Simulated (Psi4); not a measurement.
**doublet CuF+: levels of theory compared**

Aim: a comparison of 3 runs (U-wB97M-V/def2-TZVPP, UB3LYP/def2-TZVPP, UM06-2X/def2-TZVPP) of doublet CuF+. 

Program for the calculation: Psi4 1.11.

5 further runs of the same task are left out: 5 that didn't finish.

## (1) The molecule

CuF+ has 2 atoms, charge +1, and is taken as a doublet. As SMILES of the parent species, `[F][Cu]`. Geometry: relaxed at PBE0-D4/def2-TZVP. That shape belongs to the parent species and isn't relaxed for this state.

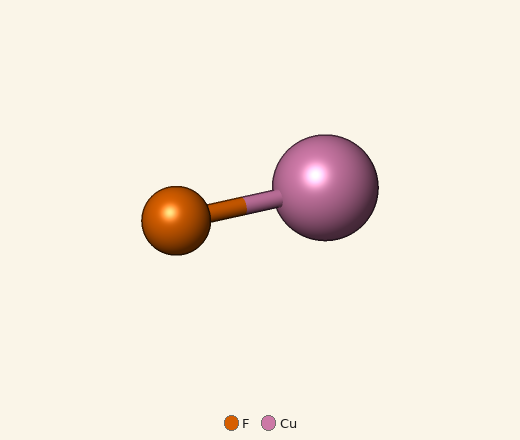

The structure, seen from a chosen angle (fluorine orange, copper pink).

## (2) The energy at U-wB97M-V/def2-TZVPP (run 1)

Input file cuf.json:

```json
{
 "schema_name": "qcschema_input",
 "schema_version": 1,
 "molecule": {
  "schema_name": "qcschema_molecule",
  "schema_version": 2,
  "symbols": ["F", "Cu"],
  "geometry": [1.41920322, -0.50822294, 0.71257793, -1.41920322, 0.50822294, -0.71257793],
  "molecular_charge": 1,
  "molecular_multiplicity": 2,
  "fix_symmetry": "c1",
  "fix_com": true,
  "fix_orientation": true
 },
 "driver": "energy",
 "model": {
  "method": "wb97m-v",
  "basis": "def2-TZVPP"
 },
 "keywords": {
  "reference": "uks",
  "puream": true,
  "e_convergence": 1e-09,
  "d_convergence": 1e-08,
  "scf_type": "pk",
  "dft_radial_points": 99,
  "dft_spherical_points": 590,
  "maxiter": 100
 }
}
```

On the command line:

```
$ psi4 --qcschema cuf.json -n 1 --memory 2200MB
```

stdout:

```text
[...]
  Running in c1 symmetry.
[...]
  Nuclear repulsion =   78.265944841849048
[...]
  Multiplicity = 2
[...]
  Nalpha       = 19
  Nbeta        = 18
[...]
    Number of basis functions: 95
[...]
   @UKS iter   1: -1736.96287066967739    2.26769e-01   4.41223e-02 DIIS/ADIIS
[...]
   @UKS iter  16: -1739.90272862962820   -7.50333e-12   5.78172e-09 DIIS
[...]
   @S^2 Observed:                7.567293482E-01
[...]
    Orbital Energies [Eh]
    ---------------------
    Alpha Occupied:
       1A   -323.976594     2A    -39.498377     3A    -34.605761
       4A    -34.602110     5A    -34.583541     6A    -25.187280
       7A     -4.896017     8A     -3.373843     9A     -3.371668
      10A     -3.333502    11A     -1.564545    12A     -0.876858
      13A     -0.871680    14A     -0.835315    15A     -0.809669
      16A     -0.809386    17A     -0.802222    18A     -0.762785
      19A     -0.757553
    Alpha Virtual:
      20A     -0.310086    21A     -0.157166    22A     -0.151345
      23A     -0.089524    24A     -0.053474    25A      0.006062
[...]
  @UKS Final Energy: -1739.90272862962820
   => Energetics <=
    Nuclear Repulsion Energy =             78.2659448418490484
    One-Electron Energy =               -2568.8331320500619768
    Two-Electron Energy =                 811.4242802613579215
    DFT Exchange-Correlation Energy =     -60.9184071418891904
    Empirical Dispersion Energy =           0.0000000000000000
    VV10 Nonlocal Energy =                  0.1585854591161371
    Total Energy =                      -1739.9027286296279726
[...]
 Multipole Moments:
 ------------------------------------------------------------------------------------
     Multipole            Electronic (a.u.)      Nuclear  (a.u.)        Total (a.u.)
 ------------------------------------------------------------------------------------
 L = 1.  Multiply by 2.5417464519 to convert [e a0] to [Debye]
 Dipole X            :         26.2174889          -28.3840644           -2.1665755
 Dipole Y            :         -9.3885985           10.1644588            0.7758603
 Dipole Z            :         13.1637272          -14.2515586           -1.0878314
 Magnitude           :                                                    2.5454638
[...]
```

The result, in JSON:

```text
{
 "driver": "energy",
 "model": {
  "method": "wb97m-v",
  "basis": "def2-TZVPP"
 },
 "success": true,
 "return_result": -1739.9027286296282,
 "properties": {
  "calcinfo_nbasis": 95,
  "calcinfo_nmo": 95,
  "calcinfo_nalpha": 19,
  "calcinfo_nbeta": 18,
  "calcinfo_natom": 2,
  "nuclear_repulsion_energy": 78.26594484184905,
  "return_energy": -1739.9027286296282,
  "scf_one_electron_energy": -2568.833132050062,
  "scf_two_electron_energy": 811.4242802613579,
  "scf_vv10_energy": 0.1585854591161371,
  "scf_xc_energy": -60.91840714188919,
  "scf_dipole_moment": [-2.1665755015590236, 0.7758602549498956, -1.0878314382621177],
  "scf_total_energy": -1739.9027286296282,
  "scf_iterations": 16
 }
}
```

It took 70 s on 1 thread of Intel Xeon at 2.50GHz (Skylake/Cascade Lake), shared host; peak memory 1.1 GiB.

## (3) The energy at UB3LYP/def2-TZVPP (run 2)

Input file calc.inp:

```
memory 2200 MB

molecule m {
  1 2
  F      1.41920322    -0.50822294     0.71257793
  Cu    -1.41920322     0.50822294    -0.71257793
  units au
  symmetry c1
  no_reorient
  no_com
}

set reference uks
set puream true
set e_convergence 1e-09
set d_convergence 1e-08
set scf_type pk
set dft_radial_points 99
set dft_spherical_points 590
set maxiter 100

energy('b3lyp/def2-TZVPP')
print_variables()
```

On the command line:

```
$ psi4 -i calc.inp -o calc.out -n 1
```

calc.out:

```text
[...]
  Running in c1 symmetry.
[...]
  Nuclear repulsion =   78.265944841849048
[...]
  Multiplicity = 2
[...]
  Nalpha       = 19
  Nbeta        = 18
[...]
    Number of basis functions: 95
[...]
   @UKS iter   1: -1737.02618929831874    7.88879e-01   4.49153e-02 ADIIS/DIIS
[...]
   @UKS iter  15: -1740.06385542890166   -1.13687e-11   3.14984e-09 DIIS
[...]
   @S^2 Observed:                7.559144610E-01
[...]
    Orbital Energies [Eh]
    ---------------------
    Alpha Occupied:
       1A   -323.431688     2A    -39.235739     3A    -34.447194
       4A    -34.444127     5A    -34.425367     6A    -24.978750
       7A     -4.732826     8A     -3.240579     9A     -3.238646
      10A     -3.199424    11A     -1.443793    12A     -0.769419
      13A     -0.767948    14A     -0.726423    15A     -0.703060
      16A     -0.699149    17A     -0.698704    18A     -0.657735
      19A     -0.652377
    Alpha Virtual:
      20A     -0.403541    21A     -0.233512    22A     -0.226931
      23A     -0.152249    24A     -0.089631    25A     -0.032262
[...]
  @UKS Final Energy: -1740.06385542890166
   => Energetics <=
    Nuclear Repulsion Energy =             78.2659448418490484
    One-Electron Energy =               -2568.8468255324005440
    Two-Electron Energy =                 812.8263698365376513
    DFT Exchange-Correlation Energy =     -62.3093445748876817
    Empirical Dispersion Energy =           0.0000000000000000
    VV10 Nonlocal Energy =                  0.0000000000000000
    Total Energy =                      -1740.0638554289016611
[...]
 Multipole Moments:
 ------------------------------------------------------------------------------------
     Multipole            Electronic (a.u.)      Nuclear  (a.u.)        Total (a.u.)
 ------------------------------------------------------------------------------------
 L = 1.  Multiply by 2.5417464519 to convert [e a0] to [Debye]
 Dipole X            :         26.2693800          -28.3840644           -2.1146844
 Dipole Y            :         -9.4071810           10.1644588            0.7572778
 Dipole Z            :         13.1897815          -14.2515586           -1.0617771
 Magnitude           :                                                    2.4844980
[...]
```

It took 22 s on 1 thread of Intel Xeon at 2.50GHz (Skylake/Cascade Lake), shared host; peak memory 0.65 GiB.

## (4) Energy and gradient at UM06-2X/def2-TZVPP (run 3)

Input file job.inp:

```
memory 2200 mb

molecule {
  1 2
  F      0.751010    -0.268940     0.377080
  Cu    -0.751010     0.268940    -0.377080
  symmetry c1
  no_reorient
  no_com
}

set {
  reference uks
  puream true
  e_convergence 1e-09
  d_convergence 1e-08
  scf_type pk
  dft_radial_points 99
  dft_spherical_points 590
  maxiter 100
}

E, wfn = gradient('m06-2x/def2-TZVPP', return_wfn=True)
oeprop(wfn, 'WIBERG_LOWDIN_INDICES', 'MAYER_INDICES', 'DIPOLE', title='M06-2X')
print_variables()
```

On the command line:

```
$ psi4 job.inp job.out -n 1
```

job.out:

```text
[...]
  Running in c1 symmetry.
[...]
  Nuclear repulsion =   78.265944935116735
[...]
  Multiplicity = 2
[...]
  Nalpha       = 19
  Nbeta        = 18
[...]
    Number of basis functions: 95
[...]
   @UKS iter   1: -1737.12843584399525    8.96853e-02   4.33893e-02 DIIS/ADIIS
[...]
   @UKS iter  17: -1739.92659156242826   -2.72848e-12   8.68019e-09 DIIS
[...]
   @S^2 Observed:                7.610869268E-01
[...]
    Orbital Energies [Eh]
    ---------------------
    Alpha Occupied:
       1A   -325.526720     2A    -39.947922     3A    -35.161342
       4A    -35.158640     5A    -35.131030     6A    -25.484290
       7A     -5.021119     8A     -3.519818     9A     -3.516765
      10A     -3.465230    11A     -1.536997    12A     -0.935090
      13A     -0.913789    14A     -0.884891    15A     -0.880187
      16A     -0.874410    17A     -0.763084    18A     -0.746411
      19A     -0.733743
    Alpha Virtual:
      20A     -0.367336    21A     -0.209931    22A     -0.205472
      23A     -0.131173    24A     -0.088183    25A     -0.034111
[...]
  @UKS Final Energy: -1739.92659156242826
   => Energetics <=
    Nuclear Repulsion Energy =             78.2659449351167353
    One-Electron Energy =               -2568.3896824102575920
    Two-Electron Energy =                 786.7550968897249959
    DFT Exchange-Correlation Energy =     -36.5579509770122471
    Empirical Dispersion Energy =           0.0000000000000000
    VV10 Nonlocal Energy =                  0.0000000000000000
    Total Energy =                      -1739.9265915624282570
[...]
  -Total Gradient:
     Atom            X                  Y                   Z
    ------   -----------------  -----------------  -----------------
       1        0.021163808921    -0.007578847629     0.010626285569
       2       -0.021294677014     0.007625712042    -0.010691994061
[...]
 Multipole Moments:
 ------------------------------------------------------------------------------------
     Multipole            Electronic (a.u.)      Nuclear  (a.u.)        Total (a.u.)
 ------------------------------------------------------------------------------------
 L = 1.  Multiply by 2.5417464519 to convert [e a0] to [Debye]
 Dipole X            :         25.8326511          -28.3840643           -2.5514133
 Dipole Y            :         -9.2507865           10.1644589            0.9136723
 Dipole Z            :         12.9705012          -14.2515585           -1.2810574
 Magnitude           :                                                    2.9976015
[...]
```

Run time: 55 s. Hardware: 1 thread of Intel Xeon at 2.50GHz (Skylake/Cascade Lake), shared host; peak memory 1 GiB.

## (5) All runs side by side

```
run                 level      task               properties   energy (Eh)  HOMO energy (eV)  LUMO energy (eV)   ⟨S²⟩  wall time
  1  U-wB97M-V/def2-TZVPP    energy                        –  -1739.902729            -20.15            -11.23  0.757       70 s
  2     UB3LYP/def2-TZVPP    energy                        –  -1740.063855            -17.36            -14.14  0.756       22 s
  3    UM06-2X/def2-TZVPP  gradient  (wiberg, mayer, dipole)  -1739.926592            -18.67            -11.92  0.761       55 s
```

## (6) Results

| quantity | value |
| --- | --- |
| run 3: total energy | -1739.92659 Eh |
| run 3: HOMO energy (highest over α and β) | -18.67 eV |
| run 3: LUMO energy (lowest over α and β) | -11.92 eV |
| run 3: ⟨S²⟩ | 0.761 |
| run 3: largest force on an atom | 1.287 eV/Å |

What this shows: Totals of different functionals can't be ranked against each other. All runs together took 2.4 min, the longest 70 s.
